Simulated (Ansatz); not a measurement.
# UCCSD(T)/3-21G run of HP (SMILES [PH])

Aim: the vertical ionisation energy of HP at UCCSD(T)/3-21G, from 2 runs. 

The calculation is run with Ansatz 0.2.0.

**1. The system as given**

HP: 2 atoms, total charge 0, spin state triplet. SMILES: `[PH]`. Geometry: a GFN2-xTB relaxation, a rough one for these elements and not checked as a minimum.

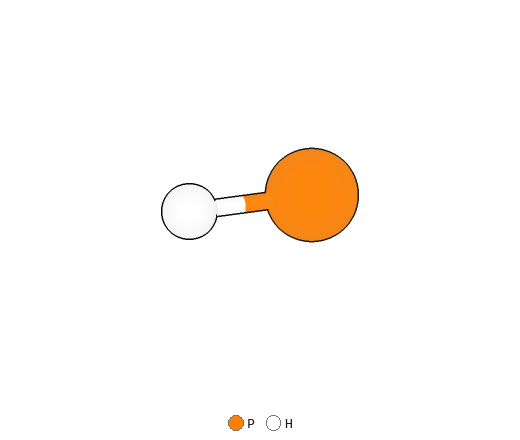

Viewed from a chosen angle; phosphorus orange, hydrogen white.

**2. The energy at UCCSD(T)/3-21G**

input.yaml reads:

```yaml
crystal:
  periodic: [false, false, false]
  atoms:
    - {symbol: P, position_ang: [0.000000, 0.000000, 0.000000]}
    - {symbol: H, position_ang: [0.000000, 0.000000, 1.399070]}
basis:
  gaussian:
    orbitals: 3-21G.json
magnetization:
  spin_polarized: true
  initial_magnetization: 2
correlation:
  method: ccsd_t
  frozen_orbitals: {H: 0, P: 5}
accuracy: high
scf:
  omitted_lower_state_checks: [cluster_reference, increment]
```

The basis set 3-21G is read from a file made from the Basis Set Exchange's data (not shown).

Launch:

```sh
$ ansatz run input.yaml --threads 1 --pin off --max-ram 2610MiB --events-out events.jsonl --progress --plain --runs-dir runs
```

The log of the run (excerpt; [...] marks lines left out):

```text
Warning: RAYON_NUM_THREADS=1 ignored (pool sized by the plan → 1); use --threads N
Functional definition: HF
  name "HF"
[...]
277 factors; integrals over basis functions are off by at most 2.2e-9 eV
[...]
mean field -9239.68837141 eV, -339.5522847637 hartree, gradient 1.3e-8 eV, S^2 2.010096; 0 other end points of the search recorded, 0 dependent functions left out
5 core orbitals not correlated: weight in the atoms' cores, before any rotation towards them, 1.000 or more for the frozen orbitals, at most 0.000 for the correlated occupied ones
reference -9239.68837141 eV, -339.5522847637 hartree; 4, 2 occupied and 6, 8 virtual orbitals, 277 factors
second order -0.83794418 eV of doubles, -0.00000000 eV of singles
cycle   1  -1.04281558 eV  change   -2.0e-1 eV  update   3.5e-2
[...]
cycle  17  -1.13984085 eV  change  -3.8e-10 eV  update  6.3e-10
perturbative correction -0.00670988 eV, -0.0002465836 hartree
Total energy: -9240.83492215 eV, -339.5944197260 hartree
Checks for a lower state left out: cluster_reference, increment
```

It took 0.26 s on 1 thread of Arm Neoverse V1, shared host.

**3. The doublet cation at the same level**

molecule.yaml reads:

```yaml
basis:
  gaussian:
    orbitals: 3-21G.json
crystal:
  periodic: [false, false, false]
  atoms:
    - {symbol: P, position_ang: [0.000000, 0.000000, 0.000000]}
    - {symbol: H, position_ang: [0.000000, 0.000000, 1.399070]}
total_charge: 1
magnetization:
  spin_polarized: true
  initial_magnetization: 1
correlation:
  method: ccsd_t
  frozen_orbitals: {H: 0, P: 5}
accuracy: high
scf:
  omitted_lower_state_checks: [cluster_reference, increment]
```

The basis set 3-21G is read from a file made from the Basis Set Exchange's data (not shown).

Launch:

```sh
$ ansatz run molecule.yaml --threads 1 --pin off --max-ram 2610MiB --events-out events.jsonl --progress --plain --runs-dir runs
```

The log of the run (excerpt; [...] marks lines left out):

```text
Warning: RAYON_NUM_THREADS=1 ignored (pool sized by the plan → 1); use --threads N
[... 2 set-up lines as earlier in the session ...]
[...]
276 factors; integrals over basis functions are off by at most 3.1e-9 eV
[...]
mean field -9229.81692503 eV, -339.1895158002 hartree, gradient 8.8e-9 eV, S^2 0.752787; 4 other end points of the search recorded, 0 dependent functions left out
5 core orbitals not correlated: weight in the atoms' cores, before any rotation towards them, 1.000 or more for the frozen orbitals, at most 0.000 for the correlated occupied ones
reference -9229.81692503 eV, -339.1895158002 hartree; 3, 2 occupied and 7, 8 virtual orbitals, 276 factors
second order -0.87373151 eV of doubles, -0.00000000 eV of singles
cycle   1  -1.12993603 eV  change   -2.6e-1 eV  update   4.7e-2
[...]
cycle  19  -1.28647883 eV  change  -3.8e-10 eV  update  2.6e-10
perturbative correction -0.00736362 eV, -0.0002706080 hartree
Total energy: -9231.11076747 eV, -339.2370636330 hartree
Checks for a lower state left out: cluster_reference, increment
```

Wall time 0.35 s (1 thread of Arm Neoverse V1, shared host).

**4. What came out**

At UCCSD(T)/3-21G, 5 core orbitals frozen:

| quantity | value |
| --- | --- |
| triplet HP: total energy | -339.59442 Eh |
| triplet HP: correlation energy (5 core orbitals frozen) | -42.1 mEh |
| triplet HP: (T) correction | -0.25 mEh |
| triplet HP: ⟨S²⟩ | 2.010 |
| triplet HP: T1 diagnostic | 0.006 |
| doublet cation: total energy | -339.23706 Eh |
| doublet cation: correlation energy (5 core orbitals frozen) | -47.5 mEh |
| doublet cation: (T) correction | -0.27 mEh |
| doublet cation: ⟨S²⟩ | 0.753 |
| doublet cation: T1 diagnostic | 0.007 |
| vertical ionisation energy (to the doublet cation) | 9.724 eV |

In words: The vertical ionisation energy comes to 9.72 eV (938 kJ/mol). The triples (triplet HP) make up 0.6 % of the correlation energy. The triples (doublet cation) make up 0.6 % of the correlation energy.
